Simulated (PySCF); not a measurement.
**C$_{3}$H$_{4}$OS, charge −1, doublet, SMILES `CC(=S)[CH][O-]`: what the electrons do**

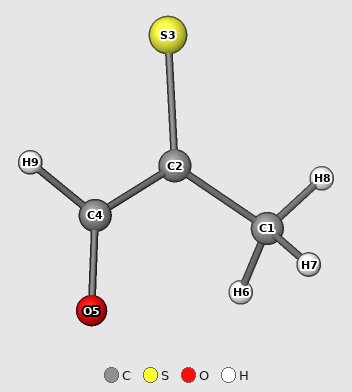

The molecule, with its atoms numbered as below. No frequency check shows the geometry to be a minimum.

Coordinates in Å:

```
C1      -0.2262   -1.6247   -0.0001
C2       0.0531   -0.1492   -0.0003
S3       1.6571    0.4019    0.0000
C4      -1.0091    0.7600   -0.0000
O5      -2.2248    0.4763    0.0001
H6      -0.8166   -1.8973   -0.8783
H7      -0.8105   -1.8981    0.8823
H8       0.7048   -2.1895   -0.0030
H9      -0.6994    1.8278    0.0002
```

### 1. Bonding charge

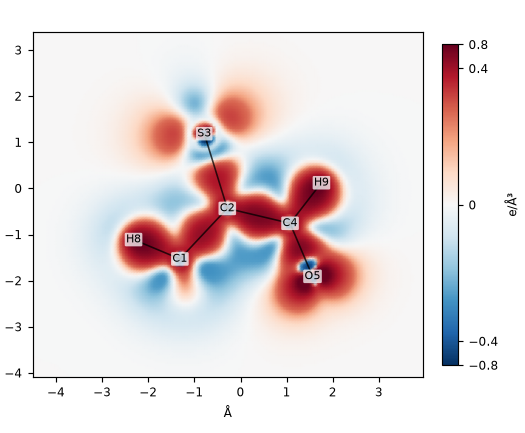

Deformation density (molecule less spherical, spin-averaged free atoms) in the plane of C1, C2, S3, C4, O5, H8 and H9; colour scale in e/Å³, logarithmic beyond ±0.1; red: gain, blue: loss.

Computed with PySCF, r2SCAN/def2-SVPD, geometry: GFN2-xTB. The highest occupied Kohn–Sham orbital has positive energy, a self-interaction fault of such functionals for anions. The stability of the open-shell solution wasn't checked. GFN2-xTB doesn't know the spin state, so this open-shell geometry is rough.

**Describe the bonding that the map shows.**

C4–H9: +0.67 e/Å³ at the bond critical point (bond length 1.11 Å). C1–H8: +0.66 e/Å³ at the bond critical point (bond length 1.09 Å). C2–C4: +0.64 e/Å³ at the bond critical point (bond length 1.40 Å). C4–O5: +0.47 e/Å³ at the bond critical point (bond length 1.25 Å). C1–C2: +0.46 e/Å³ at the bond critical point (bond length 1.50 Å). C2–S3: +0.07 e/Å³ at the bond critical point (bond length 1.70 Å); up to 0.6 Å beside the axis the gain reaches +0.34 e/Å³. In all, 2.5 electrons gather in the regions of gain relative to the promolecule of neutral atoms (this includes the anion's extra charge). A small or negative value marks a very polar bond, one between electron-rich atoms, whose free-atom densities already overlap strongly, a long bond to a heavier atom, or a closed-shell contact such as a hydrogen bond.

**Where do the Hirshfeld charges lie?**

The highest Hirshfeld charge is on H6 and H7 (+0.02 e), the lowest on S3 (−0.47 e).

### 2. Electrostatic potential

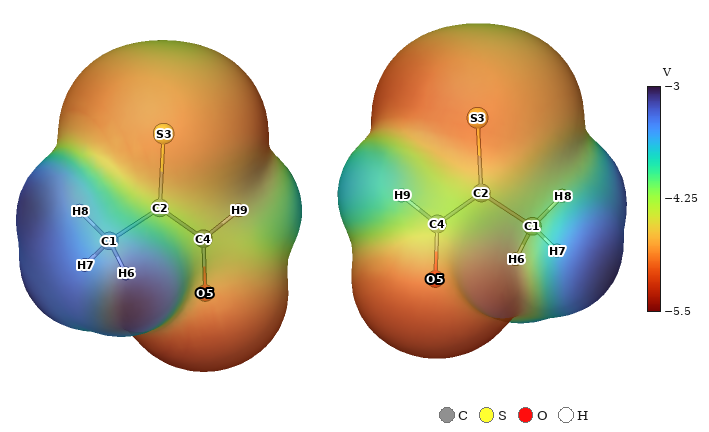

Electrostatic potential on the surface of electron density 0.001 a.u. (back view left, front view right).

**Where are the extremes of the potential on the surface?**

Highest: −3.06 V, 1.4 Å from H7, and at like points elsewhere. Further maxima include −3.67 V, 1.4 Å from H9; −4.37 V, 2.1 Å from S3. Lowest: −5.22 V, 1.8 Å from O5. The surface is sampled at points, so like sites can differ by a few per cent and only the strongest of them is named.

### 3. Spin density

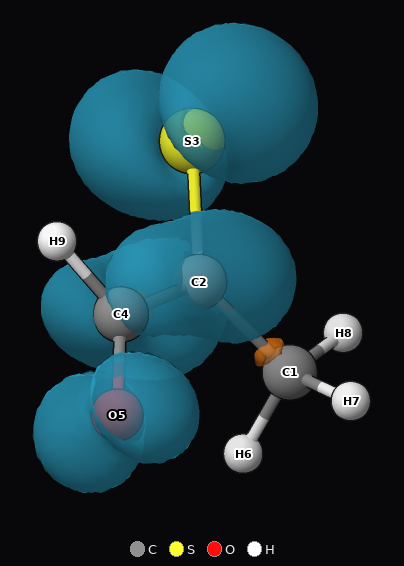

Spin density ρα − ρβ at ±0.02 e/Å³ (light blue: excess α, orange: excess β).

**Give the atomic spin populations that go with this picture.**

Hirshfeld spin populations: S3 +0.40, C2 +0.24, O5 +0.20 and C4 +0.12. ⟨S²⟩ = 0.76, as for a pure state.

### 4. In an electric field

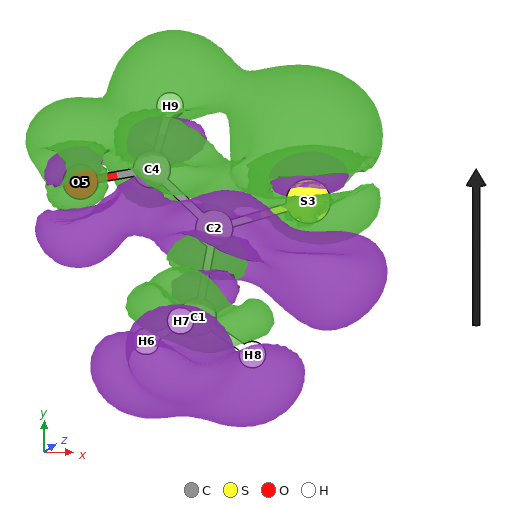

Change of the electron density in a uniform field of 0.10 V/Å along +y (arrow), surfaces at ±0.0005 e/Å³ (purple: gain, green: loss).

Level of theory: B3LYP/aug-cc-pVDZ (PySCF), at a geometry from GFN2-xTB. For an anion such functionals hold the outermost electrons too loosely, so the response is rough. The stability of the open-shell solution wasn't checked. GFN2-xTB doesn't know the spin state, so this open-shell geometry is rough.

**What dipole is induced, and what polarisability does it imply?**

The induced dipole is 0.44 D (along the field); α along this axis, from the fields in both directions, is 87 bohr³ (12.8 Å³).

**Which atoms gain and lose the most charge?**

Electrons gather most on H8 (Hirshfeld charge changes by −0.004 e) and leave H9 most (+0.006 e); 0.035 electrons are displaced in all.

### 5. Removing or adding an electron

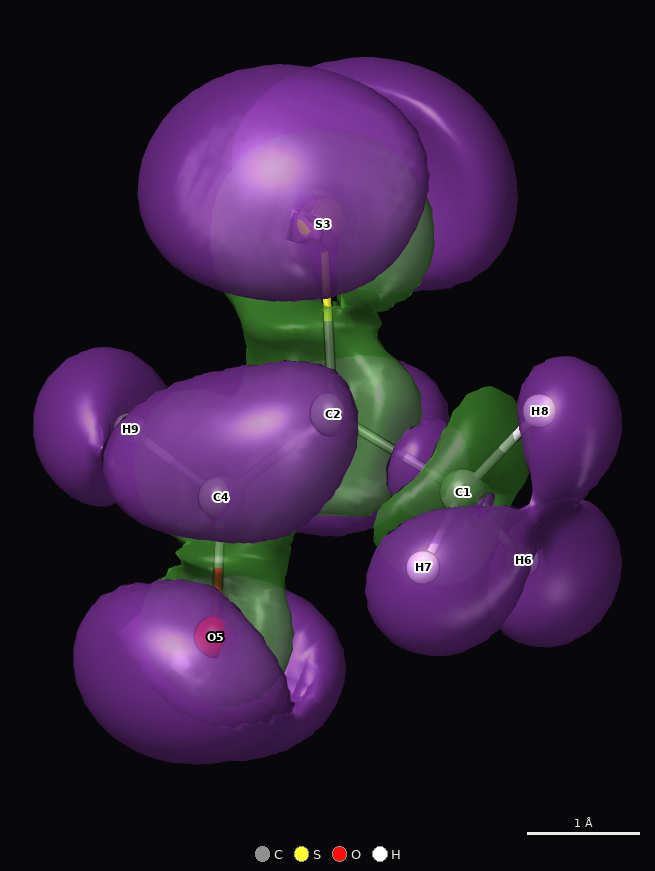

Fukui function f⁻ = ρ(N) − ρ(N−1) at fixed geometry, surfaces at ±0.01 e/Å³ (purple positive, green negative).

Level of theory: r2SCAN/def2-SVPD (PySCF), at a geometry from GFN2-xTB. The highest occupied Kohn–Sham orbital has positive energy, a self-interaction fault of such functionals for anions. GFN2-xTB doesn't know the spin state, so this open-shell geometry is rough.

**Which atoms respond most to the removal of an electron?**

f⁻ (Hirshfeld-condensed) is largest on S3 (0.41); the vertical detachment energy is 2.21 eV (to the singlet neutral species, which needn't be its lowest state). Condensed values hint at sites of electrophilic attack but needn't mark the atom that reacts. Orbital relaxation makes it negative in places (0.19 e in all).

```csv
atom,f⁻,charge
C1,+0.03,−0.13
C2,+0.11,−0.05
S3,+0.41,−0.47
C4,+0.10,+0.01
O5,+0.17,−0.39
H6,+0.04,+0.02
H7,+0.04,+0.02
H8,+0.04,+0.01
H9,+0.06,−0.02
```

The PySCF runs shown took 86 s, 93 s and 2.1 min on 1 thread of Arm Neoverse V1, on a shared host.
